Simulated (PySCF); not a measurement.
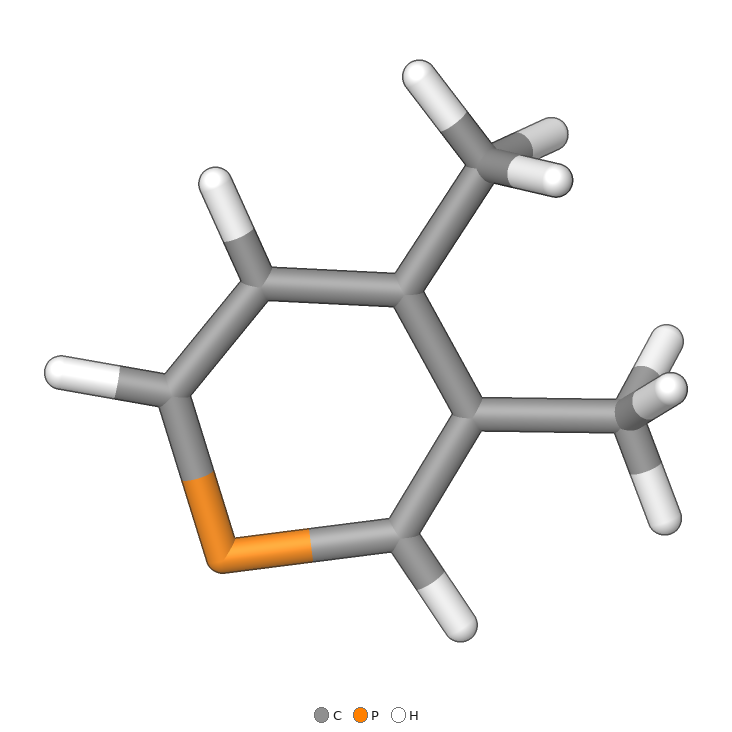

The picture shows a molecular structure as a stick model.

Identify the structure.

The molecule is C7H9P. SMILES: `Cc1ccpcc1C`. Independent rings (smallest set): 1 of 6 members, 1 of them aromatic. This geometry has Cs symmetry. Coordination: 2 C tetrahedral; 5 C trigonal planar; 1 P bent.

The parts below concern this one geometry. Atoms keep their numbers from picture to picture. The geometry was computed by an optimisation with PBE0-D3(BJ)/def2-SVP. No frequency run is at hand to confirm it as a minimum.

**Geometry**

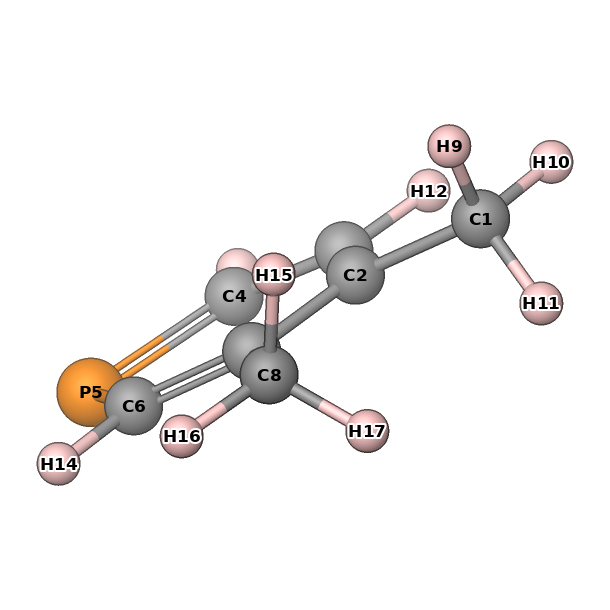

C7 lies behind C8. The molecule seen nearly along the C8–C7 bond, C8 in front. Distant atoms are faded towards the background colour. No frequency run is at hand to confirm it as a minimum.

> What is the torsion angle H15–C8–C7–C2? The sign is positive where the front bond must turn clockwise to cover the back bond.

60°, synclinal (gauche).

**Ring current**

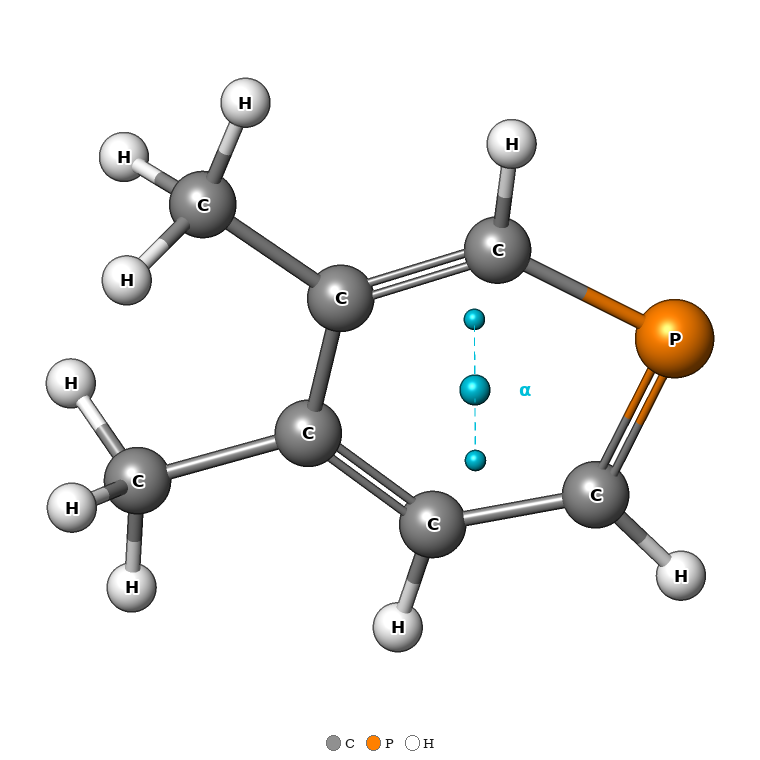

The small points mark where nucleus-independent chemical shifts (NICS) were computed: at the centre of each lettered ring and 1 Å above and below it. No frequency run is at hand to confirm it as a minimum. Method: GIAO PBE0/pcSseg-1 NMR shielding, non-relativistic, IEF-PCM chloroform (PySCF 2.14.0).

Give NICS(0), NICS(1) and the out-of-plane component NICS(1)zz for each ring (means of the two sides).

```tsv
ring	members	NICS(0)	NICS(1)	NICS(1)zz
α	C5P	−7.4	−10.6	−26.1
```

Values in ppm.

> What do the values say about the ring currents?

Ring α: diatropic, as in an aromatic ring. NICS is one index among several.

**Excitation**

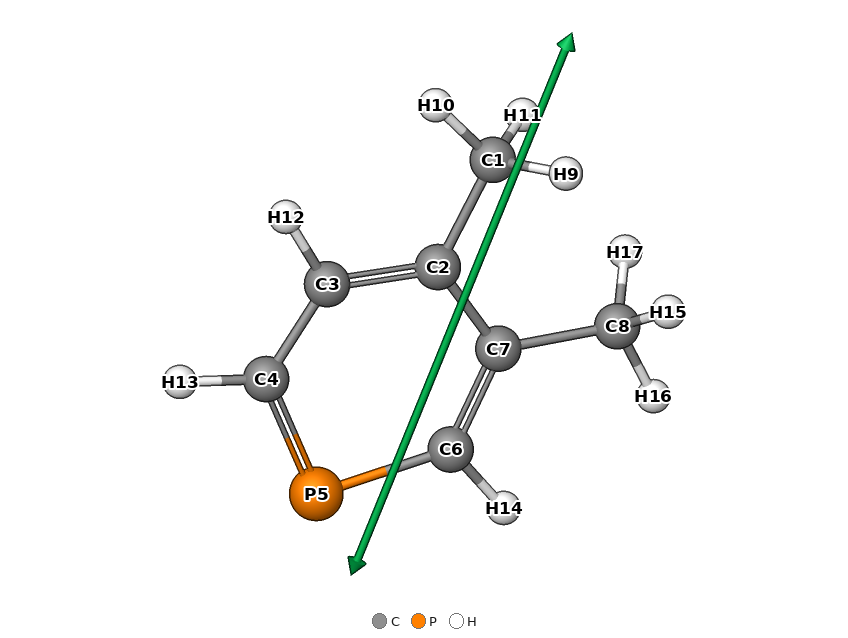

The double arrow shows the direction of the transition dipole to excited singlet state 2 (its length means nothing). No frequency run is at hand to confirm it as a minimum. Properties computed with TDDFT ωB97X-D/def2-SVPD, vertical, IEF-PCM benzene (non-equilibrium linear response), core orbitals frozen in the response (PySCF 2.14.0).

> How is the transition polarised?

Nearly parallel to the C6–C7 bond.

> Where does the transition lie, and how strong is it?

4.95 eV (250 nm), oscillator strength 0.27, mainly HOMO → LUMO (weight 0.89); transition dipole 3.77 D.

**NMR shielding**

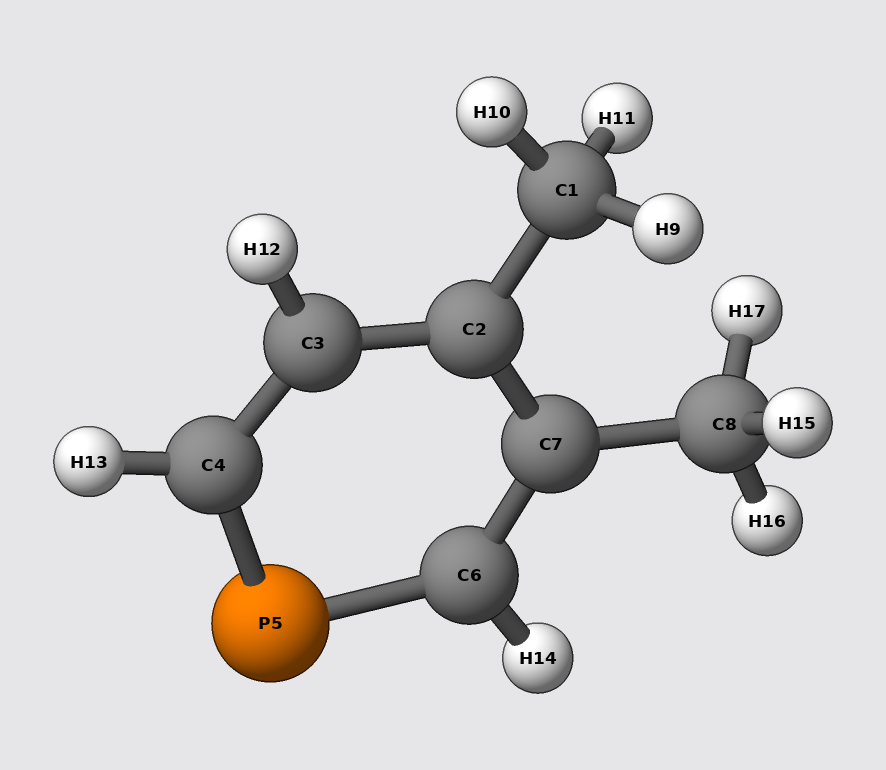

No frequency run is at hand to confirm it as a minimum. Properties computed with GIAO PBE0/pcSseg-1 NMR shielding, non-relativistic, IEF-PCM chloroform (PySCF 2.14.0). Principal shieldings σ11 ≤ σ22 ≤ σ33, span Ω = σ33 − σ11, skew κ = 3(σiso − σ22)/Ω.

Give the shielding tensors of the C atoms.

```tsv
atom	σ11	σ22	σ33	σiso	Ω	κ
C1	144.6	154.3	180.9	159.9	36.2	0.46
C2	−58.6	0.2	172.8	38.1	231.5	0.49
C3	−66.3	38.0	156.0	42.6	222.3	0.06
C4	−144.4	30.1	179.2	21.6	323.6	−0.08
C6	−136.7	37.1	160.2	20.2	296.9	−0.17
C7	−70.9	1.3	173.1	34.5	244.0	0.41
C8	139.6	154.9	181.2	158.6	41.7	0.26
```

Shieldings and span in ppm.
